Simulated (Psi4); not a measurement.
# One shape, several levels: BH2O (SMILES [BH]O)

Wanted: a comparison of 3 runs (U-wB97X-D4/cc-pCVDZ, U-wB97X/cc-pCVDZ, UCAM-B3LYP/def2-SVPD) of BH2O. 

The results are computed with Psi4 1.11.

3 further runs of the same task are left out: 1 that didn't finish, 2 set aside as unsound or not needed.

## 1. The molecule

The species is BH2O (4 atoms), meant as a doublet with charge 0. As SMILES, `[BH]O`. The shape is that of a PBE0-D4/def2-TZVP (4 decimals) optimisation.

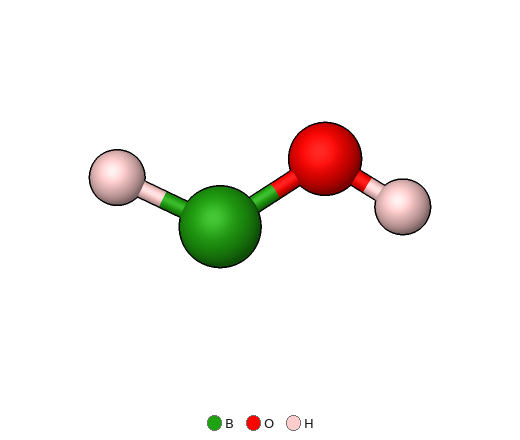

The structure, seen from a chosen angle (boron green, oxygen red, hydrogen pink).

## 2. Energy and one-electron properties at U-wB97X-D4/cc-pCVDZ (sfX2C, density fitting) (run 1)

bh2o.sdf

```

     RDKit          3D

  4  3  0  0  0  0  0  0  0  0999 V2000
   -0.0061   -0.4855    0.3883 B   0  0  0  0  0  2  0  0  0  0  0  0
    0.1197    0.5445   -0.4486 O   0  0  0  0  0  0  0  0  0  0  0  0
   -1.0642   -1.0324    0.5403 H   0  0  0  0  0  0  0  0  0  0  0  0
    1.0061    0.9132   -0.5003 H   0  0  0  0  0  0  0  0  0  0  0  0
  2  1  1  0
  3  1  1  0
  4  2  1  0
M  RAD  1   1   2
M  END
$$$$
```

calc.py

```python
import psi4
from rdkit import Chem

psi4.set_memory(1600000000)
psi4.set_num_threads(1)
psi4.core.set_output_file('run.log', False)

rd = Chem.SDMolSupplier('bh2o.sdf', removeHs=False, sanitize=False)[0]
xyz = rd.GetConformer().GetPositions()
atoms = '\n'.join(f'{a.GetSymbol()} {x:.4f} {y:.4f} {z:.4f}' for a, (x, y, z) in zip(rd.GetAtoms(), xyz))
geom = psi4.geometry('0 2\n' + atoms + '\nno_reorient\nno_com')

psi4.set_options({
    'basis': 'cc-pCVDZ',
    'reference': 'uks',
    'relativistic': 'x2c',
})

E, wfn = psi4.energy("wb97x-d4", return_wfn=True)
psi4.oeprop(wfn, "MAYER_INDICES", "MULTIPOLE(3)", "QUADRUPOLE")
print(f'wb97x-d4 energy: {E:.10f} Eh')
```

Launch:

```console
$ python calc.py
```

run.log:

```text
[...]
  Running in c1 symmetry.
[...]
  Nuclear repulsion =   25.941696431051930
[...]
  Multiplicity = 2
[...]
  Nalpha       = 8
  Nbeta        = 7
[...]
    Number of basis functions: 46
[...]
   @DF-UKS iter   1:  -101.17828759481286   -5.97998e-01   1.08028e-02 DIIS/ADIIS
[...]
   @DF-UKS iter   9:  -101.26810501170226   -9.28027e-09   3.88960e-07 DIIS
[...]
   @S^2 Observed:                7.523497733E-01
[...]
  @DF-UKS Final Energy:  -101.26810501170226
   => Energetics <=
    Nuclear Repulsion Energy =             25.9416964310519305
    One-Electron Energy =                -188.7860103398620879
    Two-Electron Energy =                  70.9386077689875663
    DFT Exchange-Correlation Energy =      -9.3602854446764781
    Empirical Dispersion Energy =          -0.0021134272031833
    VV10 Nonlocal Energy =                  0.0000000000000000
    Total Energy =                       -101.2681050117022608
[...]
 Multipole Moments:
 ------------------------------------------------------------------------------------
     Multipole            Electronic (a.u.)      Nuclear  (a.u.)        Total (a.u.)
 ------------------------------------------------------------------------------------
 L = 1.  Multiply by 2.5417464519 to convert [e a0] to [Debye]
 Dipole X            :         -1.1974883            1.6421720            0.4446837
 Dipole Y            :         -3.0517002            3.4190815            0.3673812
 Dipole Z            :          2.8566193           -3.0373568           -0.1807375
 Magnitude           :                                                    0.6044655
 L = 2.  Multiply by 1.3450342976 to convert [e a0^2] to [Debye ang]
 Quadrupole XX       :        -16.5142751            8.0690696           -8.4452055
 Quadrupole XY       :         -7.5864369            9.1193267            1.5328898
[...]
```

On the terminal:

```text
wb97x-d4 energy: -101.2681050117 Eh
```

Run time: 9.3 s. Hardware: 1 thread of Intel Xeon Platinum 8259CL at 2.50GHz (Skylake/Cascade Lake), shared host; peak memory 0.37 GiB.

## 3. Energy and one-electron properties at U-wB97X/cc-pCVDZ (sfX2C, density fitting) (run 2)

job.py

```python
import psi4

psi4.set_memory(1600000000)
psi4.set_num_threads(1)
psi4.set_output_file('output.dat', False)

geom = psi4.geometry("""
0 2
B     -0.006100    -0.485500     0.388300
O      0.119700     0.544500    -0.448600
H     -1.064200    -1.032400     0.540300
H      1.006100     0.913200    -0.500300
units angstrom
no_reorient
no_com
""")

psi4.set_options(dict(reference='uks', relativistic='x2c'))

e_tot, wfn = psi4.energy("wb97x/cc-pCVDZ", molecule=geom, return_wfn=True)
psi4.oeprop(wfn, "MAYER_INDICES", "MULTIPOLE(3)", "QUADRUPOLE")
print(f'wb97x/cc-pCVDZ energy: {e_tot:.10f} Eh')
for k, v in sorted(psi4.core.scalar_variables().items()):
    print(f'{k:45s} {v:18.10f}')
```

Launch:

```console
$ python job.py
```

output.dat:

```text
[...]
  Running in c1 symmetry.
[...]
  Nuclear repulsion =   25.941696431051930
[...]
  Multiplicity = 2
[...]
  Nalpha       = 8
  Nbeta        = 7
[...]
    Number of basis functions: 46
[...]
   @DF-UKS iter   1:  -101.17617416760967   -5.97998e-01   1.08028e-02 DIIS/ADIIS
[...]
   @DF-UKS iter   9:  -101.26599158449908   -9.28027e-09   3.88960e-07 DIIS
[...]
   @S^2 Observed:                7.523497733E-01
[...]
  @DF-UKS Final Energy:  -101.26599158449908
   => Energetics <=
    Nuclear Repulsion Energy =             25.9416964310519305
    One-Electron Energy =                -188.7860103398620879
    Two-Electron Energy =                  70.9386077689875663
    DFT Exchange-Correlation Energy =      -9.3602854446764781
    Empirical Dispersion Energy =           0.0000000000000000
    VV10 Nonlocal Energy =                  0.0000000000000000
    Total Energy =                       -101.2659915844990763
[...]
 Multipole Moments:
 ------------------------------------------------------------------------------------
     Multipole            Electronic (a.u.)      Nuclear  (a.u.)        Total (a.u.)
 ------------------------------------------------------------------------------------
 L = 1.  Multiply by 2.5417464519 to convert [e a0] to [Debye]
 Dipole X            :         -1.1974883            1.6421720            0.4446837
 Dipole Y            :         -3.0517002            3.4190815            0.3673812
 Dipole Z            :          2.8566193           -3.0373568           -0.1807375
 Magnitude           :                                                    0.6044655
 L = 2.  Multiply by 1.3450342976 to convert [e a0^2] to [Debye ang]
 Quadrupole XX       :        -16.5142751            8.0690696           -8.4452055
 Quadrupole XY       :         -7.5864369            9.1193267            1.5328898
[...]
```

Standard output:

```text
wb97x/cc-pCVDZ energy: -101.2659915845 Eh
CURRENT ENERGY                                   -101.2659915845
CURRENT REFERENCE ENERGY                         -101.2659915845
DD SOLVATION ENERGY                                 0.0000000000
DFT FUNCTIONAL TOTAL ENERGY                      -101.2659915845
DFT TOTAL ENERGY                                 -101.2659915845
DFT VV10 ENERGY                                     0.0000000000
DFT XC ENERGY                                      -9.3602854447
GRID ELECTRONS ALPHA                                8.0000001636
GRID ELECTRONS BETA                                 7.0000001034
GRID ELECTRONS TOTAL                               15.0000002671
NUCLEAR REPULSION ENERGY                           25.9416964311
ONE-ELECTRON ENERGY                              -188.7860103399
PCM POLARIZATION ENERGY                             0.0000000000
PE ENERGY                                           0.0000000000
SCF ITERATION ENERGY                             -101.2659915845
SCF ITERATIONS                                      9.0000000000
SCF TOTAL ENERGY                                 -101.2659915845
TWO-ELECTRON ENERGY                                70.9386077690
XC GRID RADIAL POINTS                              75.0000000000
XC GRID SPHERICAL POINTS                          302.0000000000
XC GRID TOTAL POINTS                            87502.0000000000
```

It took 6 s on 1 thread of Intel Xeon Platinum 8259CL at 2.50GHz (Skylake/Cascade Lake), shared host; peak memory 0.33 GiB.

## 4. A single-point energy at UCAM-B3LYP/def2-SVPD (run 3)

input.dat

```
memory 1.6 GB

molecule {
  0 2
  B
  O 1 1.333089
  H 1 1.200741 2 120.96684
  H 2 0.961414 1 114.64972 3 -179.98679
  symmetry c1
}

set basis def2-SVPD
set reference uks
set puream true
set e_convergence 1e-09
set d_convergence 1e-08
set scf_type pk
set dft_radial_points 99
set dft_spherical_points 590
set maxiter 200

energy_value, wavefunction = energy('cam-b3lyp', return_wfn=True)
oeprop(wavefunction, 'MULLIKEN_CHARGES', 'LOWDIN_CHARGES', 'DIPOLE')
```

Launch:

```console
$ psi4 input.dat output.dat -n 1
```

output.dat:

```text
[...]
  Running in c1 symmetry.
[...]
  Nuclear repulsion =   25.941703372669032
[...]
  Multiplicity = 2
[...]
  Nalpha       = 8
  Nbeta        = 7
[...]
    Number of basis functions: 59
[...]
   @UKS iter   1:  -101.00408975485377   -4.69028e-01   9.49984e-03 DIIS/ADIIS
[...]
   @UKS iter  12:  -101.12411625392281   -1.10845e-12   2.75674e-09 DIIS
[...]
   @S^2 Observed:                7.516449811E-01
[...]
  @UKS Final Energy:  -101.12411625392281
   => Energetics <=
    Nuclear Repulsion Energy =             25.9417033726690320
    One-Electron Energy =                -188.4674707763760750
    Two-Electron Energy =                  71.0946503863531518
    DFT Exchange-Correlation Energy =      -9.6929992365689088
    Empirical Dispersion Energy =           0.0000000000000000
    VV10 Nonlocal Energy =                  0.0000000000000000
    Total Energy =                       -101.1241162539228071
[...]
 Multipole Moments:
 ------------------------------------------------------------------------------------
     Multipole            Electronic (a.u.)      Nuclear  (a.u.)        Total (a.u.)
 ------------------------------------------------------------------------------------
 L = 1.  Multiply by 2.5417464519 to convert [e a0] to [Debye]
 Dipole X            :         -0.0000736            0.0001824            0.0001088
 Dipole Y            :         -0.5397999            0.1410370           -0.3987629
 Dipole Z            :          0.0234570            0.3364876            0.3599445
 Magnitude           :                                                    0.5371889
[...]
```

Wall time 19 s (1 thread of Intel Xeon Platinum 8259CL at 2.50GHz (Skylake/Cascade Lake), shared host); peak memory 0.63 GiB.

## 5. The series

| run | level | task | integrals | energy (Eh) | dipole moment (D) | HOMO energy (eV) | LUMO energy (eV) | wall time |
| --- | --- | --- | --- | --- | --- | --- | --- | --- |
| 1 | U-wB97X-D4/cc-pCVDZ (sfX2C, density fitting) | properties | df | -101.268105 | 1.54 | -7.74 | 0.53 | 9.3 s |
| 2 | U-wB97X/cc-pCVDZ (sfX2C, density fitting) | properties | df | -101.265992 | 1.54 | -7.74 | 0.53 | 6 s |
| 3 | UCAM-B3LYP/def2-SVPD | energy | pk | -101.124116 | 1.37 | -7.03 | -0.44 | 19 s |

## 6. Results

| quantity | value |
| --- | --- |
| run 3: total energy | -101.12412 Eh |
| run 3: dipole moment | 1.37 D |
| run 3: HOMO energy (highest over α and β) | -7.03 eV |
| run 3: LUMO energy (lowest over α and β) | -0.44 eV |
| run 3: ⟨S²⟩ | 0.752 |

What this shows: The dipole moment (its size) runs from 1.37 D (UCAM-B3LYP/def2-SVPD) to 1.54 D (U-wB97X-D4/cc-pCVDZ). The two ends differ in method and basis and Hamiltonian. Totals of different functionals can't be ranked against each other. All runs together took 34 s, the longest 19 s.
